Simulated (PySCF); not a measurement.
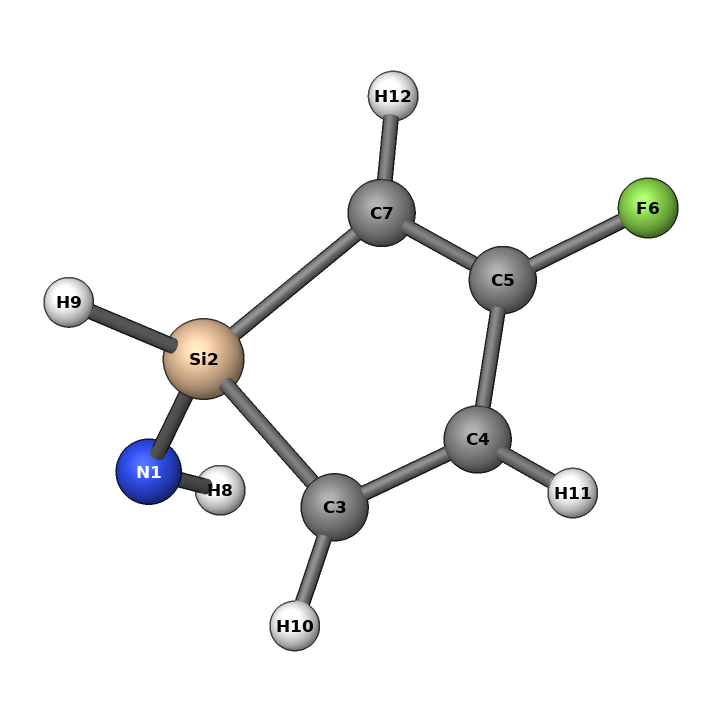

The questions are on Mulliken spin populations. The species is neutral and a spin doublet. The computed structure is the end point of a GFN2-xTB optimisation. No frequency run is at hand to confirm it as a minimum. Method: UKS B3LYP, pcH-1 on C F H N Si, non-relativistic (PySCF 2.14.0).

> Which atom carries the largest spin population?

N1 (0.89 e).

> Which atom has the lowest spin population?

Si2 (−0.06 e); a negative value comes from spin polarisation.

Give the Mulliken spin populations atom by atom.

```csv
atom,value (e)
N1,0.89
Si2,−0.06
C3,0.11
C4,0.03
C5,−0.01
F6,0.00
C7,0.04
H8,−0.03
H9,0.02
H10,0.00
H11,0.01
H12,0.00
```

Mulliken values depend strongly on the basis set. The geometry is semi-empirical. Around Si such bond lengths and angles can be off by a tenth of an ångström or more and by several degrees, and values that hang on the shape move with them.
